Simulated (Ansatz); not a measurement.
**One shape, several levels: doublet C2H7Al−**

Wanted: a comparison of 6 runs (UHF/3-21G, UHF/6-311+G**, UB3LYP/6-31G*, UBLYP/6-311+G**, USVWN5/6-311+G**, UCCSD(T)/6-311+G**) of doublet C2H7Al−. 

The calculation is run with Ansatz 0.2.0.

21 further runs of the same task are left out: 21 set aside as unsound or not needed. Runs told in other sessions of the task aren't counted.

## (1) The molecule

C2H7Al− has 10 atoms, charge -1, and is taken as a doublet. As SMILES of the parent species, `C[CH2][AlH2]`. The shape is that of a PBE0-D4/def2-TZVP optimisation. That shape belongs to the parent species and isn't relaxed for this state.

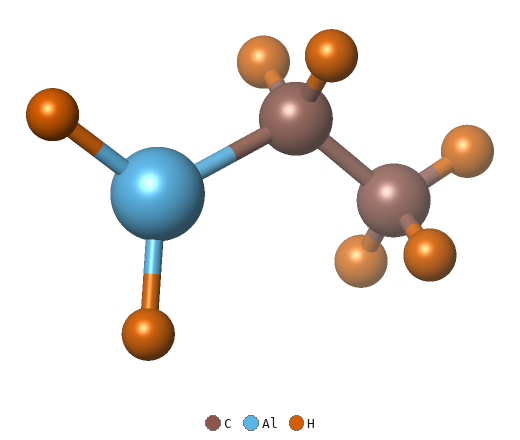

Viewed from a chosen angle; carbon brown, aluminium blue, hydrogen orange.

## (2) A single-point energy at UHF/3-21G (run 1)

File job.yaml:

```yaml
crystal:
  periodic: [false, false, false]
  atoms:
    - {symbol: C, position_ang: [-0.939200, 0.315000, -0.881100]}
    - {symbol: C, position_ang: [-0.218500, -0.592500, 0.114200]}
    - {symbol: Al, position_ang: [1.379400, 0.134900, 0.981700]}
    - {symbol: H, position_ang: [-1.818700, -0.166800, -1.319100]}
    - {symbol: H, position_ang: [-0.285500, 0.607100, -1.707400]}
    - {symbol: H, position_ang: [-1.279400, 1.241200, -0.410000]}
    - {symbol: H, position_ang: [0.075900, -1.534200, -0.370400]}
    - {symbol: H, position_ang: [-0.905800, -0.910100, 0.910700]}
    - {symbol: H, position_ang: [2.176600, -0.747600, 2.039500]}
    - {symbol: H, position_ang: [1.898300, 1.601800, 0.644700]}
basis:
  gaussian:
    orbitals: 3-21G.json
total_charge: -1
magnetization:
  spin_polarized: true
  initial_magnetization: 1
hamiltonian:
  xc: hf
accuracy: high
output: {orbitals: {seedname: orbitals}}
```

The basis set 3-21G is read from a file made from the Basis Set Exchange's data (not shown).

Run with:

```console
$ ansatz run job.yaml --threads 1 --pin off --max-ram 2610MiB --events-out events.jsonl --progress --plain --runs-dir runs
```

The program printed:

```text
Warning: RAYON_NUM_THREADS=1 ignored (pool sized by the plan → 1); use --threads N
Functional definition: HF
  name "HF"
  exchange = exact_x
  correlation = 0
1100 factors; integrals over basis functions are off by at most 6.2e-9 eV
mean field evaluation 1: about -8703.2759 eV, gradient 1.3e1 eV
mean field evaluation 2: about -8703.5911 eV, gradient 1.3e1 eV
mean field evaluation 4: about -8704.9275 eV, gradient 1.5e0 eV
mean field evaluation 8: about -8704.9535 eV, gradient 2.3e-1 eV
mean field evaluation 16: about -8704.9550 eV, gradient 1.5e-8 eV
mean field -8704.95497550 eV, -319.9011949194 hartree, gradient 1.8e-8 eV, S^2 0.765382; 0 other end points of the search recorded, 0 dependent functions left out
reference -8704.95497550 eV, -319.9011949194 hartree; 17, 16 occupied and 28, 29 virtual orbitals, 1100 factors
Total energy: -8704.95497550 eV, -319.9011949194 hartree
```

Wall time 0.6 s (1 thread of Arm Neoverse V1, shared host); peak memory 0.11 GiB.

## (3) The energy at UHF/6-311+G(d,p) (run 2)

File input.yaml:

```yaml
crystal:
  periodic: [false, false, false]
  atoms:
    - symbol: C
      position_ang: [-0.939200, 0.315000, -0.881100]
    - symbol: C
      position_ang: [-0.218500, -0.592500, 0.114200]
    - symbol: Al
      position_ang: [1.379400, 0.134900, 0.981700]
    - symbol: H
      position_ang: [-1.818700, -0.166800, -1.319100]
    - symbol: H
      position_ang: [-0.285500, 0.607100, -1.707400]
    - symbol: H
      position_ang: [-1.279400, 1.241200, -0.410000]
    - symbol: H
      position_ang: [0.075900, -1.534200, -0.370400]
    - symbol: H
      position_ang: [-0.905800, -0.910100, 0.910700]
    - symbol: H
      position_ang: [2.176600, -0.747600, 2.039500]
    - symbol: H
      position_ang: [1.898300, 1.601800, 0.644700]
basis:
  gaussian: {orbitals: 6-311+G_st__st_-spherical.json}
total_charge: -1
magnetization: {spin_polarized: true, initial_magnetization: 1}
hamiltonian: {xc: hf}
accuracy: high
output: {orbitals: {seedname: orbitals}}
```

The basis set 6-311+G** is read from a file made from the Basis Set Exchange's data (not shown).

Run with:

```console
$ ansatz run input.yaml --threads 1 --pin off --max-ram 2610MiB --events-out events.jsonl --progress --plain --runs-dir runs
```

The program printed:

```text
Warning: RAYON_NUM_THREADS=1 ignored (pool sized by the plan → 1); use --threads N
[... 4 set-up lines as earlier in the session ...]
2258 factors; integrals over basis functions are off by at most 4.2e-9 eV
mean field evaluation 1: about -8752.4329 eV, gradient 1.4e1 eV
mean field evaluation 2: about -8752.4328 eV, gradient 1.4e1 eV
mean field evaluation 4: about -8754.1240 eV, gradient 1.4e0 eV
mean field evaluation 8: about -8754.1387 eV, gradient 1.7e-3 eV
mean field evaluation 16: about -8753.5736 eV, gradient 3.2e0 eV
mean field evaluation 32: about -8751.7920 eV, gradient 1.1e1 eV
mean field evaluation 64: about -8754.0408 eV, gradient 7.6e-1 eV
mean field evaluation 96: about -8753.9562 eV, gradient 3.6e0 eV
mean field -8754.13872795 eV, -321.7086644839 hartree, gradient 4.7e-8 eV, S^2 0.758319; 2 other end points of the search recorded, 0 dependent functions left out
reference -8754.13872795 eV, -321.7086644839 hartree; 17, 16 occupied and 99, 100 virtual orbitals, 2258 factors
Total energy: -8754.13872795 eV, -321.7086644839 hartree
```

Run time: 10 s. Hardware: 1 thread of Arm Neoverse V1, shared host; peak memory 0.36 GiB.

Runs 3 to 5 aren't shown in full; the table further down has their settings and results.

## (4) A single-point energy at UCCSD(T)/6-311+G(d,p) (run 6)

Changes to job.yaml since step 2:

```diff
@@ -14,11 +14,7 @@
 basis:
-  gaussian:
-    orbitals: 3-21G.json
+  gaussian: {orbitals: 6-311+G_st__st_-spherical.json}
+scf: {omitted_lower_state_checks: [cluster_reference, increment]}
+magnetization: {spin_polarized: true, initial_magnetization: 1}
+accuracy: high
+correlation: {method: ccsd_t, frozen_orbitals: {Al: 5, C: 1, H: 0}}
 total_charge: -1
-magnetization:
-  spin_polarized: true
-  initial_magnetization: 1
-hamiltonian:
-  xc: hf
-accuracy: high
-output: {orbitals: {seedname: orbitals}}
```

The basis set 6-311+G** is read from a file made from the Basis Set Exchange's data (not shown).

Run with:

```console
$ ansatz run job.yaml --threads 1 --pin off --max-ram 2610MiB --events-out events.jsonl --progress --plain --runs-dir runs
```

The program printed (excerpt; [...] marks lines left out):

```text
Warning: RAYON_NUM_THREADS=1 ignored (pool sized by the plan → 1); use --threads N
[... 2 set-up lines as earlier in the session ...]
[...]
2258 factors; integrals over basis functions are off by at most 4.2e-9 eV
[...]
mean field -8754.13872795 eV, -321.7086644839 hartree, gradient 4.7e-8 eV, S^2 0.758319; 7 other end points of the search recorded, 0 dependent functions left out
7 core orbitals not correlated: weight in the atoms' cores, before any rotation towards them, 1.000 or more for the frozen orbitals, at most 0.000 for the correlated occupied ones
reference -8754.13872795 eV, -321.7086644839 hartree; 10, 9 occupied and 99, 100 virtual orbitals, 2258 factors
second order -10.70729482 eV of doubles, -0.00000000 eV of singles
cycle   1  -11.57756449 eV  change   -8.7e-1 eV  update   7.9e-2
[...]
cycle  25  -12.00398486 eV  change  -4.2e-11 eV  update   1.4e-9
perturbative correction -0.37238649 eV, -0.0136849511 hartree
Total energy: -8766.51509930 eV, -322.1634877421 hartree
Checks for a lower state left out: cluster_reference, increment
```

It took 2.2 min on 1 thread of Arm Neoverse V1, shared host; peak memory 2.3 GiB.

## (5) Overview of the runs

| run | level | frozen core orbitals | energy (Eh) | HOMO energy (eV) | LUMO energy (eV) | ⟨S²⟩ | wall time |
| --- | --- | --- | --- | --- | --- | --- | --- |
| 1 | UHF/3-21G | – | -319.901195 | 0.62 | 7.89 | 0.765 | 0.6 s |
| 2 | UHF/6-311+G** | – | -321.708664 | 0.44 | 4.55 | 0.758 | 10 s |
| 3 | UB3LYP/6-31G* (spherical functions) | – | -322.823382 | 2.34 | 4.43 | 0.753 | 10 s |
| 4 | UBLYP/6-311+G** | – | -322.798631 | 2.09 | 2.79 | 0.752 | 23 s |
| 5 | USVWN5/6-311+G** | – | -321.021350 | 1.88 | 2.48 | 0.751 | 11 s |
| 6 | UCCSD(T)/6-311+G** | 7 | -322.163488 | – | – | 0.758 | 2.2 min |

## (6) Outcome

```
                                          quantity          value
                               run 6: total energy  -322.16349 Eh
run 6: correlation energy (7 core orbitals frozen)     -454.8 mEh
                             run 6: (T) correction     -13.68 mEh
          run 6: ⟨S²⟩ of the reference determinant          0.758
                              run 6: T1 diagnostic          0.015
```

Totals of different functionals can't be ranked against each other. In runs 1, 2, 3, 4, 5 the HOMO lies above zero, from self-interaction, a short basis or an electron that isn't bound. All runs together took 3.1 min, the longest 2.2 min.
